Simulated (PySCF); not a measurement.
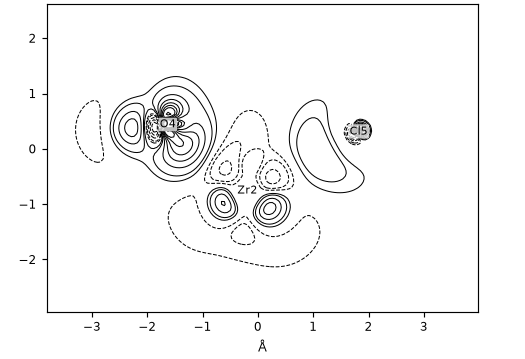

*ClH$_{3}$O$_{3}$Zr, SMILES `O[Zr](O)(O)Cl`. Deformation density (molecule less spherical, spin-averaged free atoms) in the plane of Zr2, O4 and Cl5; contours at ±0.05 to ±0.8 e/Å³; solid lines: gain, dashed lines: loss.*

PySCF calculation, PBE0/def2-TZVP, gas phase; geometry: GFN2-xTB. Core potentials replace the inner electrons of Zr; spin–orbit coupling isn't included. This is a single-reference result, which may miss multireference character in this system. No frequency check shows the geometry to be a minimum. GFN2-xTB bond lengths at metals and heavier atoms can be off by up to 0.1 Å and shapes distorted, which carries into these values.

Input script:

```python
import numpy as np
from pyscf import gto, scf, dft
from pyscf.scf import atom_ks, atom_hf
from scipy.linalg import block_diag

def solve(mol, dm0=None, hcore=None):
    mf = (dft.UKS if mol.spin else dft.RKS)(mol, xc='pbe0')
    mf.grids.level = 3
    mf = mf.density_fit(auxbasis='def2-universal-jkfit')
    mf.conv_tol, mf.max_cycle = 1e-8, 80
    if hcore is not None:
        mf.get_hcore = lambda *args: hcore
    mf.kernel(dm0)
    if not mf.converged:
        mf = mf.newton().run(mf.mo_coeff, mf.mo_occ, max_cycle=30)
    assert mf.converged, 'SCF not converged'
    return mf

mol = gto.M(atom='''
O      0.91549     1.56936    -0.72878
Zr     0.20426     0.00045    -0.00036
O      0.91478    -1.41783    -0.99350
O      0.90993    -0.15349     1.72584
Cl    -2.07591     0.00005    -0.00132
H      1.73594     1.70821    -1.21718
H      1.73377    -1.91214    -0.86741
H      1.72878     0.20096     2.09301
''', basis='def2-tzvp', ecp={'Zr': 'def2-tzvp'}, charge=0, spin=0, verbose=4)
mf = solve(mol)
mf.analyze()
# spherically averaged free atoms, for the promolecule
atom_ks.AtomSphAverageRKS.init_guess_by_vsap = lambda self, mol=None: self.init_guess_by_minao(mol)  # core potentials
atm = atom_ks.get_atm_nrks(mol, xc='pbe0')
pro = block_diag(*[(atm[a[0]][2] * atm[a[0]][3]) @ atm[a[0]][2].T for a in mol._atom])
np.savez('result.npz', e=mf.e_tot, c=mf.mo_coeff, occ=mf.mo_occ, eps=mf.mo_energy, pro=pro, dip=mf.dip_moment(verbose=0), s2=mf.spin_square()[0])
```

Run with:

```sh
OMP_NUM_THREADS=1 python input.py
```

The run took 36 s on 1 thread of Arm Neoverse V2, on a shared host, peak memory 0.71 GiB.

Partitions, critical points and surface values were worked out afterwards from this run's density.

How much density has each bond in this plane gained at its critical point, relative to the free atoms?

Zr2–O4: +0.10 e/Å³ at the bond critical point (bond length 1.87 Å, Mayer order 1.0); up to 0.6 Å beside the axis the gain reaches +0.34 e/Å³. Zr2–Cl5: +0.09 e/Å³ at the bond critical point (bond length 2.28 Å, Mayer order 0.9). In all, 2.2 electrons gather in the regions of gain relative to the promolecule. A small or negative value marks a very polar bond, one between electron-rich atoms, whose free-atom densities already overlap strongly, a long bond to a heavier atom, or a closed-shell contact such as a hydrogen bond.

Where do the Hirshfeld charges lie?

The highest Hirshfeld charge is on Zr2 (+0.78 e), the lowest on O1, O3 and O4 (−0.36 e).
